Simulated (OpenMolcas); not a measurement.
**Energy and gradient calculation, with input and output: SiNH4O (part 3 of 3)**

The same run, continued: SiNH4O, multiplicity 2, SMILES N[SiH]O; PBE0/def2-SVP, UKS (OpenMolcas 26.06). The geometry comes from this level: PBE0-D4/def2-TZVP.

Geometry of the input (Å):
```
N  -0.6949  0.5483  -0.5752
Si 0.2931  0.1590  0.7813
O  1.6229  -0.6724  0.2703
H  -0.3559  1.1681  -1.2948
H  -1.6858  0.6732  -0.4329
H  -0.5991  -0.6619  1.6647
H  1.4809  -1.2824  -0.4590
```

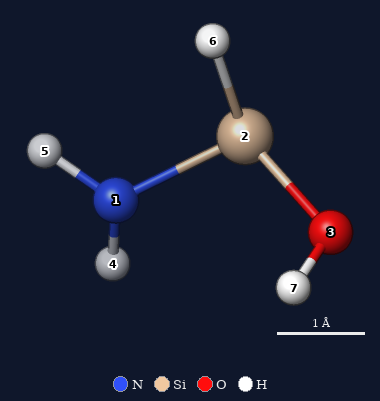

Fig. 1: The structure as given in the input (ball-and-stick view, seen at a tilt; atoms are numbered from 1 in the order of the input).

**The program's output, continued**
```
   10   -0.5374    2.0000          2 N1     1s     (-0.208),     6 N1     2py    (-0.232),     8 N1     2pz    ( 0.270),    16 SI2    1s     (-0.151),
                                  17 SI2    1s     (-0.244),    36 O3     2px    ( 0.200),    37 O3     2px    ( 0.137),    47 H4     1s     ( 0.241),
                                  52 H5     1s     (-0.182),

   11   -0.5372    2.0000          4 N1     2px    ( 0.303),    17 SI2    1s     (-0.154),    34 O3     1s     ( 0.252),    35 O3     1s     ( 0.219),
                                  36 O3     2px    ( 0.282),    37 O3     2px    ( 0.202),    47 H4     1s     (-0.221),    52 H5     1s     ( 0.220),

   12   -0.7957    2.0000          2 N1     1s     ( 0.462),    47 H4     1s     ( 0.250),

   13   -0.5328    2.0000         20 SI2    2px    ( 0.192),    38 O3     2py    ( 0.305),    40 O3     2pz    ( 0.352),    62 H7     1s     (-0.307),

   14   -0.4028    1.9999         26 SI2    2pz    ( 0.183),    38 O3     2py    (-0.352),    39 O3     2py    (-0.253),    40 O3     2pz    ( 0.308),
                                  41 O3     2pz    ( 0.226),

   15   -0.3232    1.9999          6 N1     2py    ( 0.267),     7 N1     2py    (-0.238),     8 N1     2pz    ( 0.237),     9 N1     2pz    (-0.189),
                                  38 O3     2py    ( 0.191),    39 O3     2py    ( 0.155),    40 O3     2pz    (-0.188),    57 H6     1s     ( 0.291),
                                  58 H6     1s     ( 0.206),

   16   -0.4059    1.9994          6 N1     2py    (-0.299),     7 N1     2py    ( 0.248),    16 SI2    1s     ( 0.259),    17 SI2    1s     ( 0.436),
                                  57 H6     1s     ( 0.226),

   17   -0.1220    1.0000         17 SI2    1s     ( 0.356),    18 SI2    1s     ( 0.454),    23 SI2    2py    ( 0.281),    24 SI2    2py    ( 0.330),
                                  27 SI2    2pz    ( 0.251),    58 H6     1s     (-0.265),

   18    0.5223    0.0006         18 SI2    1s     (-0.535),    20 SI2    2px    ( 0.355),    23 SI2    2py    ( 0.443),    28 SI2    3d2-   ( 0.372),
                                  29 SI2    3d1-   ( 0.539),    31 SI2    3d1+   ( 0.297),    32 SI2    3d2+   (-0.293),    58 H6     1s     ( 0.392),

   19    0.4991    0.0001          6 N1     2py    ( 0.445),     7 N1     2py    ( 0.467),     8 N1     2pz    ( 0.381),    23 SI2    2py    ( 0.315),
                                  24 SI2    2py    ( 0.483),    27 SI2    2pz    (-0.432),    57 H6     1s     ( 0.597),    58 H6     1s     ( 0.356),

   20    0.5629    0.0001          3 N1     1s     ( 0.400),     7 N1     2py    ( 0.317),    17 SI2    1s     (-0.359),    18 SI2    1s     ( 0.277),
                                  27 SI2    2pz    ( 0.416),    28 SI2    3d2-   (-0.414),    29 SI2    3d1-   ( 0.313),    30 SI2    3d0    ( 0.526),
                                  31 SI2    3d1+   ( 0.385),    32 SI2    3d2+   ( 0.267),    34 O3     1s     (-0.265),    39 O3     2py    ( 0.321),
                                  57 H6     1s     ( 0.412),    58 H6     1s     (-0.437),

   21    0.6757    0.0000          7 N1     2py    (-0.449),    17 SI2    1s     (-0.570),    24 SI2    2py    ( 0.464),    31 SI2    3d1+   (-0.431),
                                  32 SI2    3d2+   (-0.594),    34 O3     1s     (-0.431),    35 O3     1s     ( 0.329),    39 O3     2py    ( 0.622),
                                  41 O3     2pz    ( 0.465),    62 H7     1s     ( 0.389),    63 H7     1s     ( 0.349),

   22    0.6380    0.0000          2 N1     1s     (-0.747),    47 H4     1s     ( 0.460),    52 H5     1s     ( 0.478),

   23    0.5615    0.0000          3 N1     1s     ( 0.489),     4 N1     2px    ( 0.358),    17 SI2    1s     (-0.484),    27 SI2    2pz    ( 0.403),
                                  34 O3     1s     ( 0.500),    37 O3     2px    (-0.279),    38 O3     2py    ( 0.436),    39 O3     2py    (-0.291),
                                  47 H4     1s     ( 0.381),    52 H5     1s     (-0.266),    53 H5     1s     (-0.416),

   24    0.7402    0.0000          3 N1     1s     (-0.972),    48 H4     1s     ( 0.786),

   25    0.5419    0.0000          3 N1     1s     ( 0.465),    35 O3     1s     ( 0.745),    38 O3     2py    (-0.557),    62 H7     1s     (-0.822),

   26    0.7651    0.0000          3 N1     1s     ( 1.054),    17 SI2    1s     ( 0.598),    37 O3     2px    ( 0.529),    53 H5     1s     (-0.574),

   27    0.7842    0.0000         18 SI2    1s     (-1.257),    35 O3     1s     ( 0.818),

   28    0.7361    0.0000          3 N1     1s     (-0.924),    17 SI2    1s     ( 1.126),    27 SI2    2pz    (-0.856),    28 SI2    3d2-   (-0.825),
                                  35 O3     1s     (-1.344),    37 O3     2px    ( 0.716),

   29    0.8038    0.0000          3 N1     1s     ( 2.241),    27 SI2    2pz    ( 1.714),

   30    1.3594    0.0000          2 N1     1s     ( 1.120),     3 N1     1s     (-1.856),

   31    0.7544    0.0000         17 SI2    1s     ( 2.048),    18 SI2    1s     (-2.800),

   32    2.3784    0.0000         21 SI2    2px    ( 0.423),    39 O3     2py    (-0.380),    44 O3     3d0    (-0.475),    46 O3     3d2+   (-0.724),

   33    0.6402    0.0000         18 SI2    1s     (-0.625),    21 SI2    2px    ( 1.217),    35 O3     1s     (-1.173),    53 H5     1s     ( 0.744),
                                  58 H6     1s     ( 0.955),

   34    0.9519    0.0000         21 SI2    2px    (-1.613),    27 SI2    2pz    ( 0.950),    58 H6     1s     (-1.674),

   35    0.8105    0.0000          7 N1     2py    (-0.544),    27 SI2    2pz    ( 0.518),    53 H5     1s     ( 0.928),    63 H7     1s     (-0.611),

   36    0.8522    0.0000         35 O3     1s     (-0.873),    62 H7     1s     (-0.705),    63 H7     1s     ( 1.220),

   37    0.7326    0.0000          5 N1     2px    (-0.744),    18 SI2    1s     ( 0.892),    48 H4     1s     ( 1.371),    53 H5     1s     (-1.246),
                                  58 H6     1s     (-1.111),

   38    0.6061    0.0000         18 SI2    1s     ( 2.280),    48 H4     1s     (-1.245),    58 H6     1s     (-1.570),

   39    0.9945    0.0000         18 SI2    1s     ( 0.947),    27 SI2    2pz    (-0.766),    28 SI2    3d2-   (-0.492),    41 O3     2pz    (-0.702),
                                  53 H5     1s     (-0.603),    58 H6     1s     ( 0.604),    63 H7     1s     (-0.801),

   40    0.8241    0.0000          5 N1     2px    (-0.792),     9 N1     2pz    (-0.572),    20 SI2    2px    (-0.519),    23 SI2    2py    ( 0.428),
                                  26 SI2    2pz    (-0.775),    34 O3     1s     (-0.447),    35 O3     1s     ( 0.571),    57 H6     1s     (-0.485),

   41    0.7124    0.0000          9 N1     2pz    ( 0.605),    20 SI2    2px    (-0.509),    21 SI2    2px    ( 1.014),    26 SI2    2pz    ( 0.745),
                                  53 H5     1s     ( 0.724),

   42    1.4931    0.0000          9 N1     2pz    (-1.067),    18 SI2    1s     ( 1.894),    37 O3     2px    ( 1.101),

   43    1.0351    0.0000         18 SI2    1s     ( 0.930),    23 SI2    2py    ( 0.707),    24 SI2    2py    (-0.947),    41 O3     2pz    (-0.479),
                                  58 H6     1s     (-0.526),

   44    1.4895    0.0000         35 O3     1s     (-1.415),

   45    1.3288    0.0000          3 N1     1s     (-1.717),

   46    1.2520    0.0000          3 N1     1s     (-0.936),    18 SI2    1s     ( 0.810),    21 SI2    2px    (-0.472),

   47    1.4935    0.0000          3 N1     1s     ( 0.905),     5 N1     2px    ( 1.022),    18 SI2    1s     (-1.625),    58 H6     1s     ( 1.009),

   48    1.2646    0.0000          9 N1     2pz    ( 0.291),    18 SI2    1s     (-0.269),    21 SI2    2px    ( 0.278),    35 O3     1s     (-0.272),
                                  41 O3     2pz    ( 0.294),    48 H4     1s     ( 0.251),    49 H4     2px    (-0.223),    50 H4     2py    (-0.356),
                                  51 H4     2pz    (-0.320),    52 H5     1s     (-0.275),    55 H5     2py    ( 0.419),    56 H5     2pz    ( 0.426),

   49    1.4964    0.0000          5 N1     2px    (-0.497),     7 N1     2py    (-0.517),    26 SI2    2pz    (-0.491),    31 SI2    3d1+   ( 0.534),
                                  35 O3     1s     ( 0.840),    41 O3     2pz    (-0.548),    49 H4     2px    ( 0.432),

   50    1.6032    0.0000          3 N1     1s     (-0.586),     5 N1     2px    (-0.483),    18 SI2    1s     ( 0.460),    35 O3     1s     (-0.525),
                                  41 O3     2pz    ( 0.480),    62 H7     1s     ( 0.604),    65 H7     2py    ( 0.822),

   51    1.7749    0.0000          3 N1     1s     (-1.772),

   52    2.0680    0.0000          3 N1     1s     ( 0.563),     9 N1     2pz    (-0.652),    35 O3     1s     (-0.426),    37 O3     2px    ( 0.341),
                                  41 O3     2pz    ( 0.664),    42 O3     3d2-   ( 0.355),    45 O3     3d1+   (-0.351),    47 H4     1s     (-0.374),
                                  48 H4     1s     (-0.422),    56 H5     2pz    ( 0.378),    62 H7     1s     ( 0.344),    63 H7     1s     ( 0.364),
                                  66 H7     2pz    ( 0.401),

   53    1.4099    0.0000          3 N1     1s     ( 0.882),    35 O3     1s     ( 0.679),    37 O3     2px    (-0.656),    41 O3     2pz    (-0.509),
                                  60 H6     2py    (-0.545),    62 H7     1s     (-0.475),    64 H7     2px    ( 0.520),

   54    2.3111    0.0000          7 N1     2py    (-0.498),    12 N1     3d0    ( 0.725),    50 H4     2py    ( 0.537),    51 H4     2pz    ( 0.367),

   55    1.3598    0.0000          5 N1     2px    (-0.528),     9 N1     2pz    ( 0.391),    34 O3     1s     ( 0.410),    35 O3     1s     (-0.646),
                                  39 O3     2py    ( 0.470),    59 H6     2px    ( 0.416),    66 H7     2pz    ( 0.336),

   56    2.4790    0.0000         34 O3     1s     (-0.844),    35 O3     1s     ( 1.436),

   57    1.6359    0.0000          5 N1     2px    (-0.466),     9 N1     2pz    ( 0.415),    18 SI2    1s     (-0.401),    49 H4     2px    ( 0.679),
                                  55 H5     2py    ( 0.629),    56 H5     2pz    (-0.443),

   58    1.8765    0.0000          3 N1     1s     ( 1.365),

   59    2.3763    0.0000          2 N1     1s     (-0.517),     5 N1     2px    ( 0.348),     7 N1     2py    (-0.478),     9 N1     2pz    ( 0.630),
                                  10 N1     3d2-   ( 0.379),    11 N1     3d1-   ( 0.426),    13 N1     3d1+   (-0.557),    18 SI2    1s     (-0.495),
                                  34 O3     1s     (-0.454),    35 O3     1s     ( 0.434),    47 H4     1s     ( 0.436),    49 H4     2px    (-0.542),
                                  56 H5     2pz    (-0.450),    66 H7     2pz    ( 0.362),

   60    3.4281    0.0000         35 O3     1s     (-1.417),    43 O3     3d1-   (-0.892),    62 H7     1s     ( 1.502),    65 H7     2py    ( 0.850),
                                  66 H7     2pz    ( 0.967),

   61    2.3735    0.0000          5 N1     2px    ( 0.763),     7 N1     2py    (-0.632),    10 N1     3d2-   ( 0.591),    13 N1     3d1+   ( 0.444),
                                  14 N1     3d2+   ( 0.453),    26 SI2    2pz    ( 0.398),    53 H5     1s     ( 0.513),    55 H5     2py    ( 0.458),

   62    2.3077    0.0000         35 O3     1s     (-1.620),

   63    2.5329    0.0000         34 O3     1s     (-0.523),    35 O3     1s     ( 0.536),    44 O3     3d0    ( 0.689),    66 H7     2pz    ( 0.604),

   64    3.0219    0.0000          2 N1     1s     ( 0.976),     3 N1     1s     ( 1.054),     7 N1     2py    ( 0.581),     9 N1     2pz    (-0.628),
                                  13 N1     3d1+   (-0.689),    14 N1     3d2+   ( 0.554),    47 H4     1s     (-1.077),    50 H4     2py    ( 0.670),
                                  51 H4     2pz    (-0.716),    52 H5     1s     (-1.017),    54 H5     2px    (-0.920),

   65    3.1964    0.0000          5 N1     2px    ( 1.190),     9 N1     2pz    (-0.862),    11 N1     3d1-   (-0.619),    14 N1     3d2+   (-0.879),
                                  47 H4     1s     (-1.104),    48 H4     1s     (-0.668),    51 H4     2pz    (-0.686),    52 H5     1s     ( 1.104),
                                  54 H5     2px    ( 0.903),

--

++    Molecular properties:
      ---------------------

      Charge (e):
                      =   -0.0000
      Dipole Moment (debye):
      Origin of the operator (angstrom)=    0.3751    0.0204    0.2839
                   X= -1.5780E+00               Y=  4.4542E-01               Z= -1.8466E+00           Total=  2.4695E+00
      Quadrupole Moment (debye*angstrom):
      Origin of the operator (angstrom)=    0.3751    0.0204    0.2839
                  XX= -2.5797E+01              XY= -1.8507E+00              XZ= -6.0928E-01              YY= -2.3773E+01
                  YZ= -2.7619E-01              ZZ= -2.4487E+01
      In traceless form (debye*angstrom)
                  XX= -1.6669E+00              XY= -2.7760E+00              XZ= -9.1392E-01              YY=  1.3694E+00
                  YZ= -4.1428E-01              ZZ=  2.9747E-01
--

--- Stop Module: scf /rc=_RC_ALL_IS_WELL_ ---
--- Module scf spent 20 seconds ---

--- Start Module: alaska ---

                                              &ALASKA

                       available to each process: 1.9 GB of memory, 1 thread

                     Threshold for contributions to the gradient: 1.000E-07

                    ********************************************
                    * Symmetry Adapted Cartesian Displacements *
                    ********************************************

           Irreducible representation : a
           Basis function(s) of irrep: x, y, xy, Rz, z, xz, Ry, yz, Rx, I

 Basis Label        Type   Center Phase
   1   N1           x         1     1
   2   N1           y         1     1
   3   N1           z         1     1
   4   SI2          x         2     1
   5   SI2          y         2     1
   6   SI2          z         2     1
   7   O3           x         3     1
   8   O3           y         3     1
   9   O3           z         3     1
  10   H4           x         4     1
  11   H4           y         4     1
  12   H4           z         4     1
  13   H5           x         5     1
  14   H5           y         5     1
  15   H5           z         5     1
  16   H6           x         6     1
  17   H6           y         6     1
  18   H6           z         6     1
  19   H7           x         7     1
  20   H7           y         7     1
  21   H7           z         7     1

                     No automatic utilization of translational and rotational invariance of the energy is employed.

 DFT contribution computed for a moving grid.

 Conventional ERI gradients!

 **************************************************
 *              Molecular gradients               *
 **************************************************

  Irreducible representation: a
 ------------------------------------------------------------------------------------------
                              X                       Y                       Z
 ------------------------------------------------------------------------------------------
  N1                4.76344042870558E-04    2.60035510331802E-03    1.81805796845236E-03
  SI2               3.83504119132505E-03   -4.98520549558812E-03   -8.10047608077014E-03
  O3               -1.08162152331683E-02    4.07690086455670E-03    1.61175221939208E-03
  H4               -1.62105861845152E-03   -3.67141554994443E-03    4.40178991798446E-03
  H5                5.68250522224911E-03   -8.54301106205435E-04   -3.13660185528808E-04
  H6                2.01661759002913E-03    1.00861152309295E-03   -1.82494627684848E-03
  H7                4.26765805051132E-04    1.82505466072991E-03    2.40748243718958E-03
 ------------------------------------------------------------------------------------------

--- Stop Module: alaska /rc=_RC_ALL_IS_WELL_ ---
--- Module alaska spent 4 seconds ---

.##################.
.# Happy landing! #.
.##################.

    Timing: Wall=26.55 User=24.03 System=2.51
```

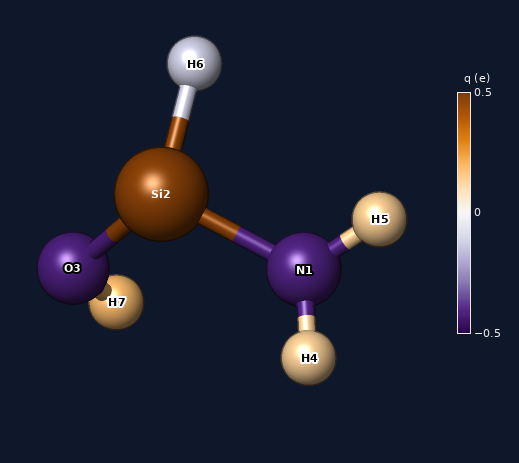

Fig. 2: Mulliken charges, as the colour of each atom (ball-and-stick view, seen at an oblique angle; atoms are numbered from 1 in the order of the input). By element: N −0.41, Si +0.48, O −0.41 and H −0.12 to +0.19 e.
